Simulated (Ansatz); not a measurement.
# Pt (111): surface energy and levels, part 2 of 2

Aim: for Pt, compute energy, relaxation and work function or band edges of the (111) face.

Ansatz 0.2.0; DFT r2SCAN, scalar-relativistic, plane waves, PAW.

### Step 5. All atoms of the slab relaxed

Contents of input.yaml:

```yaml
crystal:
  lattice:
    - [2.7861346169, 0.0, 0.0]
    - [-1.3930673085, 2.4128633566, 0.0]
    - [0.0, 0.0, 26.3743469435]
  atoms:
    - { symbol: Pt, position: [0.6666666667, 0.3333333333, 0.2843672306] }
    - { symbol: Pt, position: [0.3333333333, 0.6666666667, 0.3706203384] }
    - { symbol: Pt, position: [0.0, 0.0, 0.4568734461] }
    - { symbol: Pt, position: [0.6666666667, 0.3333333333, 0.5431265539] }
    - { symbol: Pt, position: [0.3333333333, 0.6666666667, 0.6293796616] }
    - { symbol: Pt, position: [0.0, 0.0, 0.7156327694] }
basis:
  ecutwfc: 500
kpoints:
  mp_grid: { grid: [15, 15, 1] }
hamiltonian:
  xc: r2scan
scf:
  occupations: { method: gaussian, width: 0.1 }
output:
  forces: true
  eigenvalues: true
  write_density: true
  write_potential: true
  elf: true
  volumetric_format: npy
relax:
  adjacent_minimum: "off"
  f_tol: 0.02
  max_steps: 60
efield:
  axis: 3
  dipole_correction: true
```

The run is started by

```console
$ ansatz run input.yaml --threads 2 --pin off --max-ram 5120MiB --backend cpu --events-out ev --progress --plain --runs-dir out
```

The log of the run:

```text
Warning: RAYON_NUM_THREADS=2 ignored (pool sized by the plan → 2); use --threads N
Engine: ansatz 0.2.0, x86_64-unknown-linux-gnu
Pseudopotentials: kind: paw
Pseudopotential: Pt, paw, valence charge 18, recommended cutoff 500 eV (meta_gga), Pt.paw.azcp
Functional definition: r2SCAN
  parameter k0 = 0.174
  parameter k1 = 0.065
  parameter a1 = 4.9479
  exchange = r2scan_x(k0 = k0, k1 = k1, a1 = a1)
  correlation = r2scan_c
Crystal: 6 atoms, lattice volume = 177.303 Å³
Basis set: ecut = 500 eV, 4465 PW (Γ), exchange–correlation on 96×96×800 points (64 copies of the dense FFT grid, shifted against one another)
Bands: 65, of which v1, the nominal top of the filled ones, is band 54 counted from 1 (53 counted from 0)
Symmetry: 6 space group operations
k-points: 27 of 225 (time reversal used)
Non-local potential: Pt, projectors of the file, l = 0: 3, l = 1: 2, l = 2: 2, l = 3: 1
PAW form: soft (Blöchl's): semilocal exchange-correlation on the pseudo side does not see the compensation charge
PAW frozen core: Pt, regenerated for the run's functional (the file was generated under x = pbe(κ = 0.804, μ = 0.2195149727645171), c = pbe(β = 0.06672455060314922))
PAW one-centre angular grid: Pt, 590 points (default); XC on 160 Gauss nodes
Initial density: superposition of atomic densities (neutral atoms: chi_scale 0, normalization atom), corrected by the library's trained network
Initial wavefunctions: pseudopotential atomic-orbital guess
Functional: x = r2scan, c = r2scan; τ floored in thin density (d = 2e-4 eV/Å³)
SCF iter   1: F=—  HF=-75219.371529 eV  |F-HF|=—  |Δ(HF+E_count)|=         —  Δρ=1.68e-2  dr2=4.00e0  dr2_τ=1.01e-1  ethr=1.77e-3  p=-0.000 e·Å  D=-1.58e-13 V/Å  ΔV_dip=0.00 eV  dr2_dipole=1.43e-6  V_vac-E_F(+/−)=5.58/5.58 eV  ⟨swp⟩=8.4  Hψ=7606  notcnv=0  defer=16
efield: sawtooth ramp at fractional position 0.9500 (placed from the atoms, in the widest stretch of the axis that holds none; the zero of the levels goes with the place), width 0.1000; the density the first Hamiltonian is built on has a dipole p = -0.000 e·Å; the dipole correction subtracts the counter field D = -1.58e-13 V/Å, which shifts the + side's vacuum level by +0.00 eV against the − side's; the planar-averaged density in the ramp window peaks in size at 9.4e-5 e/Å³
preconditioner: auto → LDOS  [metal: Δε(μ)=0.010 eV  Ē_g=8.065 eV  σ=0.100 eV  W_gap=0.06  n_scr=20 (ndim 8)  ℏωp=21.6 eV  f_vac=0.443  D(μ)=10.44/eV (n_scr^D=128)  β→1.0]
SCF iter   2: F=—  HF=-75219.389861 eV  |F-HF|=—  |Δ(HF+E_count)|=   1.83e-2  Δρ=1.02e-2  dr2=3.39e-1  dr2_τ=3.86e-2  ethr=1.77e-3  p=-0.000 e·Å  D=-2.45e-5 V/Å  ΔV_dip=0.00 eV  dr2_dipole=4.09e-7  V_vac-E_F(+/−)=5.73/5.73 eV  ⟨swp⟩=3.4  Hψ=3011  notcnv=0  defer=107
SCF iter   3: F=—  HF=-75219.353726 eV  |F-HF|=—  |Δ(HF+E_count)|=   3.61e-2  Δρ=3.67e-3  dr2=1.04e-1  dr2_τ=1.06e-2  ethr=3.14e-4  p=0.000 e·Å  D=1.16e-5 V/Å  ΔV_dip=-0.00 eV  dr2_dipole=9.83e-8  V_vac-E_F(+/−)=5.76/5.76 eV  ⟨swp⟩=2.6  Hψ=3268  notcnv=0  defer=107
SCF iter   4: F=—  HF=-75219.346667 eV  |F-HF|=—  |Δ(HF+E_count)|=   7.06e-3  Δρ=9.39e-4  dr2=4.11e-3  dr2_τ=2.47e-4  ethr=9.66e-5  p=0.000 e·Å  D=1.16e-6 V/Å  ΔV_dip=-0.00 eV  dr2_dipole=9.13e-9  V_vac-E_F(+/−)=5.82/5.82 eV  ⟨swp⟩=2.1  Hψ=2526  notcnv=0  defer=107
SCF iter   5: F=—  HF=-75219.345883 eV  |F-HF|=—  |Δ(HF+E_count)|=   7.84e-4  Δρ=4.15e-4  dr2=2.01e-4  dr2_τ=1.78e-5  ethr=3.81e-6  p=0.000 e·Å  D=3.37e-6 V/Å  ΔV_dip=-0.00 eV  dr2_dipole=3.70e-10  V_vac-E_F(+/−)=5.79/5.79 eV  ⟨swp⟩=2.7  Hψ=2818  notcnv=0  defer=107
SCF iter   6: F=—  HF=-75219.345946 eV  |F-HF|=—  |Δ(HF+E_count)|=   6.32e-5  Δρ=9.45e-5  dr2=2.68e-5  dr2_τ=1.92e-6  ethr=1.86e-7  p=0.000 e·Å  D=1.90e-7 V/Å  ΔV_dip=-0.00 eV  dr2_dipole=1.94e-10  V_vac-E_F(+/−)=5.78/5.78 eV  ⟨swp⟩=3.1  Hψ=3003  notcnv=0  defer=107
SCF iter   7: F=-75219.345948 eV  HF=-75219.345951 eV  |F-HF|=3.30e-6  |Δ(HF+E_count)|=   4.93e-6  Δρ=3.87e-5  dr2=5.02e-6  dr2_τ=2.11e-7  ethr=9.26e-9  p=0.000 e·Å  D=3.20e-7 V/Å  ΔV_dip=-0.00 eV  dr2_dipole=8.92e-11  V_vac-E_F(+/−)=5.78/5.78 eV  ⟨swp⟩=21.9  Hψ=19147  notcnv=0
SCF 1 converged in 7 iterations: F = -75219.345948 eV  dr2 = 5.02e-6
  Residual-converged pass: ⟨swp⟩=1.0  Hψ=1863  notcnv=0  max |occ|·‖R‖ = 7.0e-9 eV (tolerance 1.0e-8 eV)  dr2=5.02e-6  dr2_τ=2.11e-7  dr2_onsite=9.46e-8  max |Δocc| = 9.7e-11
relax step   1: F+E_penalty+E_count = -75219.34594756 eV  Δ(F+E_penalty+E_count) = +0.000e0 eV  max|allowed force component| = 2.480e-1 eV/Å  Δτ_max = 0.0000 Å  (7 SCF iters, dr2 threshold 1.00e-5 eV, accepted)
[... 13 lines left out ...]
relax step   2: F+E_penalty+E_count = -75219.34384846 eV  Δ(F+E_penalty+E_count) = +2.099e-3 eV  max|allowed force component| = 2.812e-1 eV/Å  Δτ_max = 0.0376 Å  (7 SCF iters, dr2 threshold 3.85e-6 eV, rejected (line search))
[... 12 lines left out ...]
relax step   3: F+E_penalty+E_count = -75219.35235330 eV  Δ(F+E_penalty+E_count) = -6.406e-3 eV  max|allowed force component| = 1.737e-2 eV/Å  Δτ_max = 0.0181 Å  (9 SCF iters, accepted)
iter 1 solved again at ethr=3.15e-11 eV; its pass at ethr=3.10e-3 eV (dr2=3.40e-8 eV) is discarded
SCF iter   1: F=—  HF=-75219.352353 eV  |F-HF|=—  |Δ(HF+E_count)|=         —  Δρ=3.22e-6  dr2=3.39e-8  dr2_τ=2.32e-9  ethr=3.15e-11  p=0.000 e·Å  D=3.06e-8 V/Å  ΔV_dip=-0.00 eV  dr2_dipole=1.94e-13  V_vac-E_F(+/−)=5.79/5.79 eV  ⟨swp⟩=1.0  Hψ=5121  notcnv=0
efield: sawtooth ramp at fractional position 0.9500 (kept from the solve that this one continues, or follows in the run), width 0.1000; the density the first Hamiltonian is built on has a dipole p = 0.000 e·Å; the dipole correction subtracts the counter field D = 3.06e-8 V/Å, which shifts the + side's vacuum level by -0.00 eV against the − side's; the planar-averaged density in the ramp window peaks in size at 2.2e-6 e/Å³
preconditioner: auto → LDOS  [metal: Δε(μ)=0.002 eV  Ē_g=8.032 eV  σ=0.100 eV  W_gap=0.01  n_scr=20 (ndim 8)  ℏωp=21.6 eV  f_vac=0.444  D(μ)=9.36/eV (n_scr^D=102)  β→1.0]
SCF iter   2: F=-75219.352353 eV  HF=-75219.352353 eV  |F-HF|=2.50e-8  |Δ(HF+E_count)|=   3.04e-9  Δρ=1.85e-6  dr2=2.91e-8  dr2_τ=6.86e-10  ethr=3.14e-11  p=-0.000 e·Å  D=-6.69e-9 V/Å  ΔV_dip=0.00 eV  dr2_dipole=2.93e-14  V_vac-E_F(+/−)=5.79/5.79 eV  ⟨swp⟩=12.2  Hψ=13363  notcnv=0
SCF 4 converged in 2 iterations: F = -75219.352353 eV  dr2 = 2.91e-8
WARN: The output density's exchange-correlation potential varies sharply where the density is thin. Do not read a vacuum level from v_tot or v_xc, or from such a field of the output density. On a cell that repeats whose density bears no net charge and no dipole along the vacuum's axis use v_es (v_loc + v_h of the components); under efield.dipole_correction with no amplitude use v_es + v_field, which holds any external_charges[].barrier, or the levels of the report's work_function block, which leave it out; under a non-zero efield.amplitude the vacuum is tilted and has no level; on a cell that repeats and bears such a dipole with no correction it is tilted too, and efield.dipole_correction with no amplitude gives each side of its ramp a level where efield: is served; in a cell that repeats whose density bears a net charge (total_charge, or a fill off its count) it is curved and has none; of a slab under crystal.periodic whose density bears no net charge use v_es, which has a level on each side, short of where the two are joined; of another it falls or rises all the way out and has none; of a slab beside external_charges read slab_vacuum_level instead, which it has where they leave it neutral. The grid or the basis barely resolves most such structure, and the values can differ between equally converged runs; as a rule a tighter scf.convergence.dr2_threshold does not remove it. Where the density itself ripples (under the LDA too) a higher basis.ecutwfc lessens it. The files hold the spikes' plane waves up to the density's cutoff. Files: v_tot_of_output_density and the like, and their columns of v_z.tsv (output.write_potential); v_xc_of_output_density and the like, and their columns of v_comp_z.tsv (output.write_potential_components). Measured: with its Gaussian average of σ = 0.25 Å subtracted twice, the exchange-correlation potential is over 0.1 eV at 1407 of the grid points where the equally averaged density (valence and model cores) is under 1e-3 e/Å³, and 0.971 eV at the most among them, at an averaged density of 8.6e-9 e/Å³. The input density's (outcome.potential() and, of a run that writes arrays, v_tot and v_xc) is over 0.1 eV, so measured, at 7 points of its own thin density, 0.122 eV at the most. See output.write_potential in the manual, Limitations
SCF converged after 2 iterations
Free energy (F): -75219.352353 eV
Harris-Foulkes:  -75219.352353 eV  (|F-HF|=2.50e-8)
Internal energy: -75219.305570 eV  (E = F + TS)
E sigma→0 (E₀):  -75219.328962 eV
Entropy (-TS):   -0.046783 eV (-7.797 meV/atom)
Fermi energy:    8.908111 eV
Dipole field:    D = -0.000000 V/Å  (p = -0.000000 e·Å, saw-weighted, corrected)
Work function:   Φ+ = 5.7887 eV   Φ− = 5.7887 eV
Levels:          The Fermi level and band energies are counted from a zero that moves with the ramp; work functions are not
--- Per-component energies (eV) ---
  E_band       = -2386.933477
  E_kinetic    = 3822.681065
  E_local      = -173092.987311  (includes V_loc(G=0)·N_el)
  E_nonlocal   = 1213.465073
  E_hartree    = 84674.112476
  E_xc         = -1497.718510
  E_vxc        = -2021.274028  (∫ρ·V_xc dr)
  E_paw        = -56879.552357  (= ΣΔE_a)
  E_vpaw       = -1786.566387  (= ΣTr[D̂ρ^β])
  E_aug_tail   = 0.000912  (compensation charges beyond the density's cutoff)
  E_vtau       = 129.553682  (kinetic-family band-sum trace: ∫τ·v_τ [+ j·A + Jᵃ·Aᵃ] dr)
  E_efield     = 0.000000  (sawtooth field / dipole correction)
  E_vefield    = 0.000000  (∫n·V_field dr)
  E_ewald      = 66542.082049
  E_core_change = -1.388967  (= ΣΔE_core)
  E_smearing   = -0.046783  (= −TS)
  E_closure    = -0.000000  (closes the sum)
  Σ components = -75219.352353   (vs F -75219.352353, Δ=0.00e0)
--- Forces (eV/Å), atoms counted from 1 ---
  atom   1  Pt     0.00000000     0.00000000    -0.01233512
  atom   2  Pt     0.00000000     0.00000000     0.01728134
  atom   3  Pt    -0.00000000     0.00000000     0.00297347
  atom   4  Pt     0.00000000    -0.00000000    -0.00297434
  atom   5  Pt    -0.00000000    -0.00000000    -0.01728318
  atom   6  Pt    -0.00000000    -0.00000000     0.01233826
  max |Σ_I F_I| component: 4.36e-7 eV/Å
--- Band table (eV; the first three rows and the last of 27) ---
  k-point 0: bands = ["-91.6295", "-91.6108", "-91.5293", "-91.5291", "-91.0387", "-91.0387", "-45.4486", "-45.2887", "-45.1294", "-45.0781", "-45.0781", "-45.0420", "-45.0420", "-45.0360", "-44.9670", "-44.9670", "-44.9654", "-44.9654", "-44.5739", "-44.5739", "-44.5739", "-44.5739", "-44.4298", "-44.4296", "-1.1500", "-0.3223", "0.6346", "1.3186", "1.7201", "1.7682", "4.8859", "4.9084", "5.0266", "5.0266", "5.1528", "5.1528", "5.2212", "5.2919", "5.2919", "5.4085", "5.4085", "5.7266", "5.8186", "5.8186", "5.8548", "5.8548", "6.9668", "7.1385", "7.1385", "7.2466", "7.2466", "7.5993", "7.5993", "8.1269", "8.1269", "8.6450", "8.6450", "8.9060", "8.9060", "9.0536", "9.5789", "14.6132", "14.8000", "15.9516", "16.3610"]
[... 3 lines left out ...]
--- Relaxed structure (3 steps of the walk, 2 accepted, 0 SCFs on fresh bases) ---
  F+E_penalty+E_count = -75219.35235330 eV   max|allowed force component| = 1.737e-2 eV/Å
  atoms:
    - { symbol: Pt, position: [0.6666666666666666, 0.33333333333333337, 0.2840836189468637] }
    - { symbol: Pt, position: [0.33333333333333337, 0.6666666666666667, 0.3713075558946461] }
    - { symbol: Pt, position: [6.287188042530048e-35, 6.429885729168165e-35, 0.45716860273741494] }
    - { symbol: Pt, position: [0.6666666666666666, 0.33333333333333337, 0.5428314045730573] }
    - { symbol: Pt, position: [0.33333333333333337, 0.6666666666666667, 0.6286924476627749] }
    - { symbol: Pt, position: [-1.1950114363388806e-35, 2.3724061138946783e-34, 0.7159163701852431] }
```

Wall time 2.1 min (2 threads of AMD EPYC 7R43 (Zen 3), shared host); peak memory 1.1 GiB.

Relaxation path:

```
step  E - E(step 1) (eV/cell)  largest force component (eV/Å)
   1                   0.0000                          0.2480
   2                   0.0021                          0.2812
   3                  -0.0064                          0.0174
```

Step 1 is the start. Step 2 was tried and not accepted.

Read from this run: work function 5.79 eV.

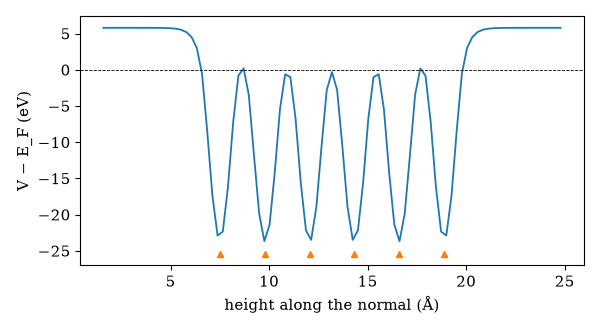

Plane-averaged electrostatic potential energy of an electron across the slab, counted from the Fermi level; triangles mark the atomic planes. The flat parts are the vacuum levels.

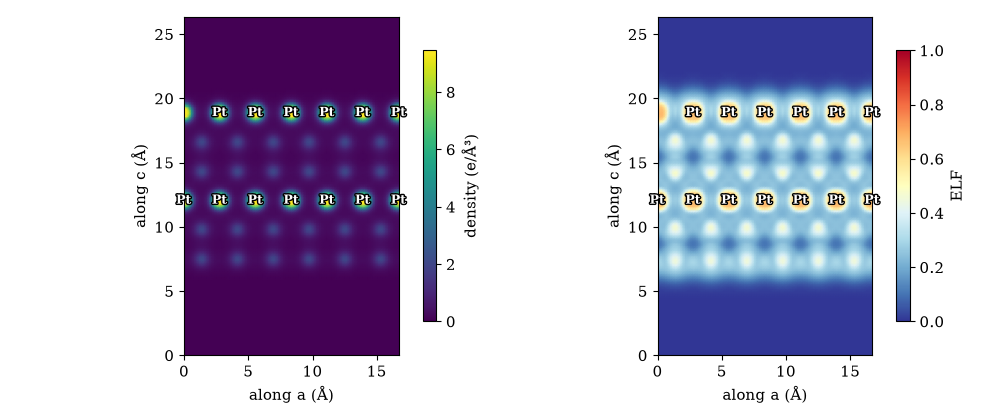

Density (left) and ELF (right) in a lattice plane of the grid's cell (edges 2.79 and 26.37 Å, at 0.000 of the third edge), which holds Pt. Only atoms in the plane are labelled; the density scale stops at 9.45 e/Å³. Both are smooth fields of the valence electrons: close to the nuclei they are not physical.

### Step 6. What the (111) slab gives

The surface energy is (E_slab − N·E_bulk) / 2A, with N = 6 atoms and A = 6.72 Å².

|  | as cut | relaxed |
| --- | --- | --- |
| surface energy, mean of both faces | 1.67 J/m² | 1.66 J/m² |
| work function | 5.78 eV | 5.79 eV |
| dipole along +c (e·Å/cell) | 0.000 | 0.000 |

Spacings of the planes, from the bottom up:

```csv
plane,atoms,"spacing to the next, as cut (Å)",relaxed (Å),change (%),rumpling (Å)
1,Pt,2.275,2.300,+1.1,0.000
2,Pt,2.275,2.265,-0.5,0.000
3,Pt,2.275,2.259,-0.7,0.000
4,Pt,2.275,2.265,-0.5,0.000
5,Pt,2.275,2.300,+1.1,0.000
6,Pt,,,,0.000
```

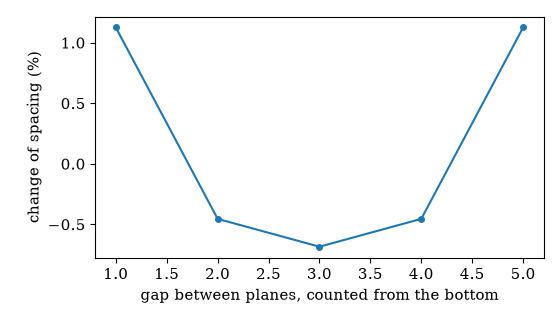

Change of each interlayer spacing on relaxation.

### Step 7. Summary of results

What follows sums up all 2 parts.

| quantity | value |
| --- | --- |
| surface energy, (111), cut with Pt on top | 1.66 J/m² |
| work function, (111), cut with Pt on top | 5.79 eV |

In words: On (111) the top spacing expands by 1.1 %, and relaxation gains 0.008 J/m² a face. The runs treat Pt without spin-orbit coupling.
